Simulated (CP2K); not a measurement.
**BLYP-D4/pob-DZVP (electric field (0.002, 0, 0) a.u., ngrids 5) run of BBrCl2 (bromodichloroborane)**

Aim: the vertical ionisation energy of BBrCl2 (bromodichloroborane) at BLYP-D4/pob-DZVP (electric field (0.002, 0, 0) a.u., ngrids 5), from 2 runs. 

Program for the calculation: CP2K 2026.2.

1 further run of the same task is left out (it didn't finish). Runs told in other sessions of the task aren't counted.

## 1. The system as given

The species is BBrCl2 (4 atoms), meant as a singlet with charge 0. SMILES: `ClB(Cl)Br`. The coordinates come from a PBE0-D4/def2-TZVP relaxation.

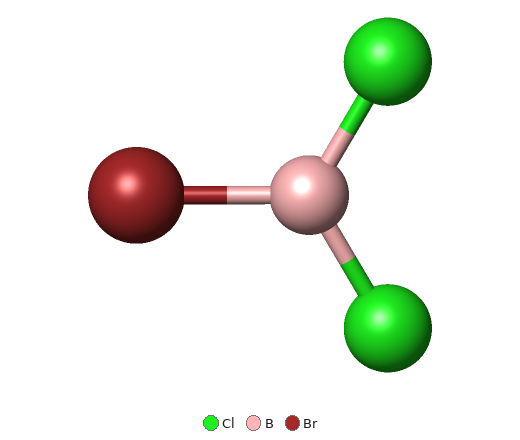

Viewed from a chosen angle; chlorine green, boron pink, bromine red.

## 2. Energy and one-electron properties at BLYP-D4/pob-DZVP (electric field (0.002, 0, 0) a.u., ngrids 5)

File mol.inp:

```
&GLOBAL
  PROJECT mol
  RUN_TYPE ENERGY_FORCE
  PRINT_LEVEL MEDIUM
&END GLOBAL

&FORCE_EVAL
  METHOD QS
  &DFT
    BASIS_SET_FILE_NAME BASIS_pob
    POTENTIAL_FILE_NAME POTENTIAL
    &QS
      METHOD GAPW
      EPS_DEFAULT 1.0E-10
    &END QS
    &MGRID
      CUTOFF 280
      REL_CUTOFF 50
      NGRIDS 5
    &END MGRID
    &POISSON
      PERIODIC NONE
      POISSON_SOLVER MULTIPOLE
    &END POISSON
    &SCF
      SCF_GUESS ATOMIC
      EPS_SCF 1.0E-06
      MAX_SCF 50
      &OT
        MINIMIZER DIIS
        PRECONDITIONER FULL_ALL
      &END OT
      &OUTER_SCF
        EPS_SCF 1.0E-06
        MAX_SCF 5
      &END OUTER_SCF
    &END SCF
    &XC
      &XC_FUNCTIONAL BLYP
      &END XC_FUNCTIONAL
      &VDW_POTENTIAL
        POTENTIAL_TYPE PAIR_POTENTIAL
        &PAIR_POTENTIAL
          TYPE DFTD4
          REFERENCE_FUNCTIONAL BLYP
        &END PAIR_POTENTIAL
      &END VDW_POTENTIAL
    &END XC
    &EXTERNAL_POTENTIAL
      FUNCTION A*(X-B)
      PARAMETERS A B
      VALUES -0.002 4.3
      UNITS hartree*bohr^-1 angstrom
    &END EXTERNAL_POTENTIAL
    &LOCALIZE
      METHOD JACOBI
      OPERATOR BERRY
      EPS_LOCALIZATION 1.0E-5
      &PRINT
        &WANNIER_CENTERS
          IONS+CENTERS T
          FILENAME =centres.xyz
        &END WANNIER_CENTERS
        &WANNIER_SPREADS
          FILENAME =spreads.txt
        &END WANNIER_SPREADS
      &END PRINT
    &END LOCALIZE
    &PRINT
      &MOMENTS
        PERIODIC F
        REFERENCE COM
        MAX_MOMENT 1
      &END MOMENTS
      &MO_CUBES
        NLUMO 3
        NHOMO -1
        WRITE_CUBE F
      &END MO_CUBES
      &LOWDIN ON
      &END LOWDIN
      &HIRSHFELD OFF
      &END HIRSHFELD
      &EEQ_CHARGES ON
      &END EEQ_CHARGES
      &KINETIC_ENERGY ON
      &END KINETIC_ENERGY
    &END PRINT
  &END DFT
  &SUBSYS
    &CELL
      ABC 8.6 9.7 9.7
      PERIODIC NONE
    &END CELL
    &COORD
      Cl     0.582100     0.666000     1.510800
      B      0.037200    -0.038100     0.022100
      Cl     0.444300    -1.679200    -0.365600
      Br    -1.008100     0.991100    -1.187600
    &END COORD
    &TOPOLOGY
      &CENTER_COORDINATES
      &END CENTER_COORDINATES
    &END TOPOLOGY
    &KIND Cl
      BASIS_SET pob-DZVP
      POTENTIAL ALL
    &END KIND
    &KIND B
      BASIS_SET pob-DZVP
      POTENTIAL ALL
    &END KIND
    &KIND Br
      BASIS_SET pob-DZVP
      POTENTIAL ALL
    &END KIND
  &END SUBSYS
  &PRINT
    &FORCES ON
    &END FORCES
  &END PRINT
&END FORCE_EVAL
```

Command:

```console
OMP_NUM_THREADS=1 cp2k.psmp mol.inp > mol.out
```

The program printed:

```text
CP2K| version string:                                       CP2K version 2026.2
[...]
 GLOBAL| Method name                                                        CP2K
[...]
 GLOBAL| Run type                                                   ENERGY_FORCE
[...]
 DFT| Spin restricted Kohn-Sham (RKS) calculation                            RKS
 DFT| Multiplicity                                                             1
[...]
 DFT| Charge                                                                   0
[...]
 FUNCTIONAL| BECKE88:
 FUNCTIONAL| LYP:
[...]
 QS| Method:                                                                GAPW
[...]
 QS| Density cutoff [a.u.]:                                                140.0
[...]
 QS| Relative density cutoff [a.u.]:                                        25.0
[...]
                             - Atoms:                                          4
[...]
                             - Spherical basis functions:                     82
[...]
 Number of electrons:                                                         74
[...]
     1 OT DIIS     0.15E+00    0.4     0.44793412     -3444.9688624979 -3.44E+03
[...]
     7 OT DIIS     0.15E+00    0.4     0.00000025     -3518.8362405620  2.66E-09
  *** SCF run converged in     7 steps ***
[...]
  Overlap energy of the core charge distribution:               0.00000485890783
  Self energy of the core charge distribution:              -1105.06943044822697
  Core Hamiltonian energy:                                  -2611.97924223926293
  Hartree energy:                                             149.53154139035811
  Exchange-correlation energy:                                -26.46303797942952
  Dispersion energy:                                           -0.01193603687074
[...]
                     Mulliken Population Analysis
 #  Atom  Element  Kind  Atomic population                           Net charge
       1     Cl       1         17.145779                             -0.145779
       2     B        2          4.594937                              0.405063
       3     Cl       1         17.146461                             -0.146461
       4     Br       3         35.112823                             -0.112823
 # Total charge                             74.000000                  0.000000
[...]
 HOMO - LUMO gap [eV] :    4.964061
[...]
 ENERGY| Total FORCE_EVAL ( QS ) energy [hartree]          -3518.836240554563574
 FORCES| Atomic forces [hartree/bohr]
 FORCES|   Atom     x               y               z               |f|
 FORCES|      1  3.13454493E-03  4.76781578E-03  9.46665129E-03   1.10532767E-02
 FORCES|      2  9.50467552E-04 -2.00918724E-04  2.44558500E-04   1.00178129E-03
 FORCES|      3  2.24641305E-03 -1.05259789E-02 -2.72498491E-03   1.11026189E-02
 FORCES|      4 -7.34537033E-03  4.28694466E-03 -7.37161599E-03   1.12549137E-02
 FORCES| Sum    -1.01394479E-03 -1.67213717E-03 -3.85391105E-04
 FORCES| Total atomic force                                       1.99315154E-03
[...]
```

It also wrote spreads.txt:

```text
37
1_0
     1      0.27961698      0.27792174
     2      0.17084049      0.17019354
     3      0.17054398      0.16992149
     4      0.03033756      0.03031678
     5      0.03051110      0.03049138
     6      0.00340716      0.00340691
     7      0.03025480      0.03023522
     8      0.17083222      0.17020664
     9      0.17150556      0.17085823
    10      0.03036693      0.03034727
    11      0.17072624      0.17010365
    12      0.16681968      0.16622678
    13      0.01355047      0.01354655
    14      0.01355009      0.01354617
    15      0.16600245      0.16541529
    16      0.16993950      0.16932198
    17      0.14906540      0.14859339
    18      0.26319357      0.26173561
    19      0.31066464      0.30834674
    20      0.29173884      0.28985547
    21      0.30965967      0.30757328
    22      0.25772732      0.25626767
    23      0.30245937      0.30033102
    24      0.32977710      0.32743424
    25      0.33903512      0.33656603
    26      3.10271004      2.90024188
    27      3.37835213      3.12750826
    28      4.51966548      4.05848443
    29      2.86026154      2.69078060
    30      2.89302329      2.71483493
    31      3.39378402      3.15903793
    32      3.36498392      3.12969165
    33      3.54370679      3.28361626
    34      3.00146980      2.81831395
    35      2.94469626      2.76720150
    36      3.77583993      3.48252546
    37      3.73521114      3.44797940
 Total    44.8558305878   41.8989793321
```

Run time: 36 s. Hardware: 1 thread of Arm Neoverse V2, shared host; peak memory 0.51 GiB.

Atomic charges (e):

```csv
atom,Mulliken,Löwdin
Cl1,-0.146,+0.151
B2,+0.405,-0.296
Cl3,-0.146,+0.151
Br4,-0.113,-0.006
```

## 3. The doublet cation, same level

File molecule.inp:

```
&FORCE_EVAL
    METHOD QUICKSTEP
    &DFT
        BASIS_SET_FILE_NAME BASIS_pob
        POTENTIAL_FILE_NAME POTENTIAL
        CHARGE 1
        MULTIPLICITY 2
        LSD T
        &QS
            METHOD GAPW
            EPS_DEFAULT 1.0E-10
        &END QS
        # plane-wave cutoff in Ry
        &MGRID
            CUTOFF 280
            REL_CUTOFF 50
            NGRIDS 5
        &END MGRID
        &POISSON
            PERIODIC NONE
            POISSON_SOLVER MULTIPOLE
        &END POISSON
        &SCF
            SCF_GUESS ATOMIC
            EPS_SCF 1.0E-06
            MAX_SCF 40
            &OT ON
                MINIMIZER DIIS
                PRECONDITIONER FULL_ALL
            &END OT
            &OUTER_SCF
                EPS_SCF 1.0E-06
                MAX_SCF 2
            &END OUTER_SCF
        &END SCF
        # exchange and correlation
        &XC
            &XC_FUNCTIONAL BLYP
            &END XC_FUNCTIONAL
            &VDW_POTENTIAL
                POTENTIAL_TYPE PAIR_POTENTIAL
                &PAIR_POTENTIAL
                    TYPE DFTD4
                    REFERENCE_FUNCTIONAL BLYP
                &END PAIR_POTENTIAL
            &END VDW_POTENTIAL
        &END XC
        &EXTERNAL_POTENTIAL
            FUNCTION A*(X-B)
            PARAMETERS A B
            VALUES -0.002 4.3
            UNITS hartree*bohr^-1 angstrom
        &END EXTERNAL_POTENTIAL
        &LOCALIZE
            METHOD JACOBI
            OPERATOR BERRY
            EPS_LOCALIZATION 1.0E-5
            # extra output
            &PRINT
                &WANNIER_CENTERS
                    IONS+CENTERS T
                    FILENAME =centres.xyz
                &END WANNIER_CENTERS
                &WANNIER_SPREADS
                    FILENAME =spreads.txt
                &END WANNIER_SPREADS
            &END PRINT
        &END LOCALIZE
        &PRINT
            &MOMENTS
                PERIODIC F
                REFERENCE COM
                MAX_MOMENT 1
            &END MOMENTS
            &MO_CUBES
                NLUMO 2
                NHOMO -1
                WRITE_CUBE F
            &END MO_CUBES
            &LOWDIN ON
            &END LOWDIN
            &HIRSHFELD OFF
            &END HIRSHFELD
            &EEQ_CHARGES ON
            &END EEQ_CHARGES
            &KINETIC_ENERGY ON
            &END KINETIC_ENERGY
        &END PRINT
    &END DFT
    # structure
    &SUBSYS
        # vacuum box
        &CELL
            ABC [angstrom] 8.6 9.7 9.7
            PERIODIC NONE
        &END CELL
        &COORD
            Cl     0.582100     0.666000     1.510800
            B      0.037200    -0.038100     0.022100
            Cl     0.444300    -1.679200    -0.365600
            Br    -1.008100     0.991100    -1.187600
        &END COORD
        &TOPOLOGY
            &CENTER_COORDINATES
            &END CENTER_COORDINATES
        &END TOPOLOGY
        &KIND Cl
            BASIS_SET pob-DZVP
            POTENTIAL ALL
        &END KIND
        &KIND B
            BASIS_SET pob-DZVP
            POTENTIAL ALL
        &END KIND
        &KIND Br
            BASIS_SET pob-DZVP
            POTENTIAL ALL
        &END KIND
    &END SUBSYS
    &PRINT
        &FORCES ON
        &END FORCES
    &END PRINT
&END FORCE_EVAL
&GLOBAL
    PROJECT molecule
    RUN_TYPE ENERGY_FORCE
    PRINT_LEVEL MEDIUM
&END GLOBAL
```

Command:

```console
OMP_NUM_THREADS=1 cp2k.psmp molecule.inp > molecule.out
```

The program printed (excerpt; [...] marks lines left out):

```text
CP2K| version string:                                       CP2K version 2026.2
[...]
 GLOBAL| Method name                                                        CP2K
[...]
 GLOBAL| Run type                                                   ENERGY_FORCE
[...]
 DFT| Spin unrestricted (spin-polarized) Kohn-Sham calculation               UKS
 DFT| Multiplicity                                                             2
[...]
 DFT| Charge                                                                   1
[...]
 FUNCTIONAL| BECKE88:
 FUNCTIONAL| LYP:
[...]
 QS| Method:                                                                GAPW
[...]
 QS| Density cutoff [a.u.]:                                                140.0
[...]
 QS| Relative density cutoff [a.u.]:                                        25.0
[...]
                             - Atoms:                                          4
[...]
                             - Spherical basis functions:                     82
[...]
 Number of electrons:                                                         37
[...]
     1 OT DIIS     0.15E+00    0.8     0.23796314     -3436.1780102811 -3.44E+03
[...]
    36 OT DIIS     0.15E+00    0.9     0.00000064     -3518.4716557501 -5.49E-09
  *** SCF run converged in    36 steps ***
[...]
  Overlap energy of the core charge distribution:               0.00000485890783
  Self energy of the core charge distribution:              -1105.06943044822697
  Core Hamiltonian energy:                                  -2612.42322471929583
  Hartree energy:                                             150.00320428824551
  Exchange-correlation energy:                                -26.09486972539613
  Dispersion energy:                                           -0.01108916278074
[...]
                     Mulliken Population Analysis
 #  Atom  Element  Kind  Atomic population (alpha,beta) Net charge  Spin moment
       1     Cl       1         8.574888     8.280447     0.144665     0.294441
       2     B        2         2.279510     2.325351     0.395139    -0.045842
       3     Cl       1         8.575212     8.281476     0.143312     0.293735
       4     Br       3        17.570391    17.112725     0.316884     0.457666
[...]
 HOMO - LUMO gap [eV] :    0.577597
[...]
 ENERGY| Total FORCE_EVAL ( QS ) energy [hartree]          -3518.471655752610786
[...]
```

Wall time 87 s (1 thread of Arm Neoverse V2, shared host); peak memory 0.62 GiB.

Atomic charges (e):

```csv
atom,Mulliken,Löwdin
Cl1,+0.145,+0.436
B2,+0.395,-0.287
Cl3,+0.143,+0.435
Br4,+0.317,+0.416
```

## 4. Results

Level: BLYP-D4/pob-DZVP (electric field (0.002, 0, 0) a.u., ngrids 5).

```
                                          quantity           value
                      singlet BBrCl2: total energy  -3518.83624 Eh
                     singlet BBrCl2: dipole moment          0.38 D
                     singlet BBrCl2: HOMO–LUMO gap         4.96 eV
                 singlet BBrCl2: dispersion energy   -31.34 kJ/mol
          singlet BBrCl2: largest force on an atom      0.579 eV/Å
                      doublet cation: total energy  -3518.47166 Eh
                 doublet cation: dispersion energy   -29.11 kJ/mol
                              doublet cation: ⟨S²⟩           0.751
          doublet cation: largest force on an atom      0.280 eV/Å
vertical ionisation energy (to the doublet cation)        9.921 eV
```

**Reading.** The vertical ionisation energy comes to 9.92 eV (229 kcal/mol). The largest force (singlet BBrCl2) is 0.58 eV/Å: the shape isn't a stationary point for this species at this level. The negative HOMO energy of the first species, 6.63 eV, lies 3.29 eV below that difference.
